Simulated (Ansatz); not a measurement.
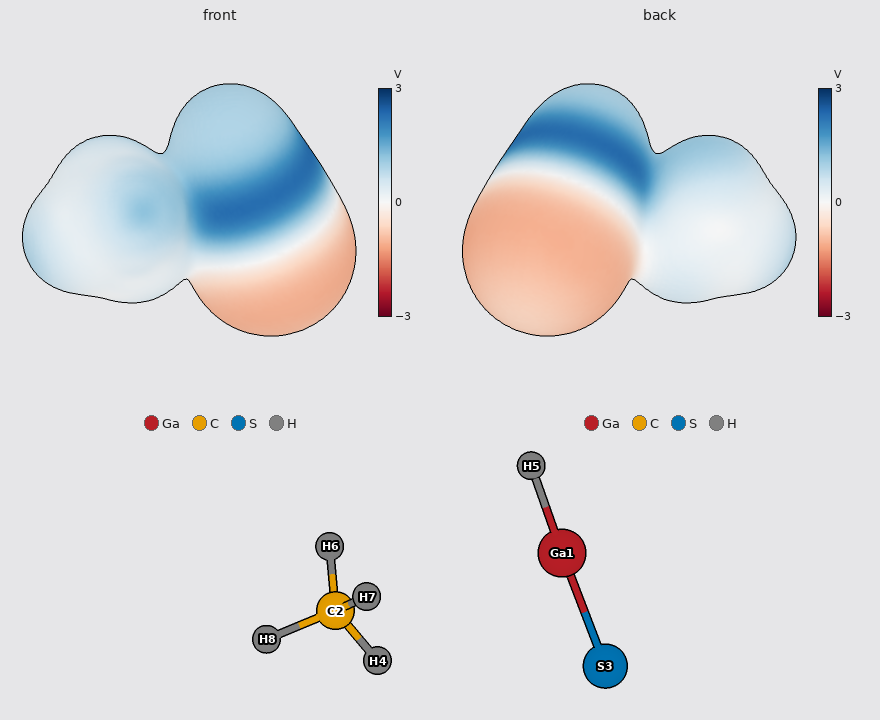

*GaHS···CH4. The molecular electrostatic potential painted on the density surface at 0.002 e/bohr³, seen from the front and from behind; the colour scale runs from red (negative) to blue (positive). The bare structure is drawn below in the same view.*

The product side of a reaction path; geometry: PBE0-D4/def2-TZVP.

The calculation used Ansatz 0.2.0, RKS PBE0-D4/def2-TZVPP.

The calculation's input:

```
crystal:
  periodic: [false, false, false]
  atoms:
    - {symbol: Ga, position_ang: [-2.091283, 0.055774, 0.489349]}
    - {symbol: C, position_ang: [1.292434, 0.011624, -0.221082]}
    - {symbol: S, position_ang: [-2.856059, -0.918802, -1.087880]}
    - {symbol: H, position_ang: [0.607985, -0.460861, -0.926706]}
    - {symbol: H, position_ang: [-1.540436, 0.804789, 1.708441]}
    - {symbol: H, position_ang: [1.219539, -0.474160, 0.752803]}
    - {symbol: H, position_ang: [1.055741, 1.071917, -0.123577]}
    - {symbol: H, position_ang: [2.312178, -0.090280, -0.591450]}
basis:
  gaussian: {orbitals: def2-TZVPP}
hamiltonian: {xc: pbe0, dispersion: d4}
output: {orbitals: {seedname: orbitals}}
```

Run with:

```sh
ansatz run in.yaml --threads 4 --pin off --events-out ev --progress --plain --max-ram 9574MiB
```

Which sites attract a positive test charge, and which a negative one?

A positive charge is drawn to the negative regions and a negative charge to the positive ones. The most negative region (about −1.1 V, or −25 kcal/mol for a unit charge) lies over S3, the most positive (about +2.3 V, or +53 kcal/mol for a unit charge) over Ga1.
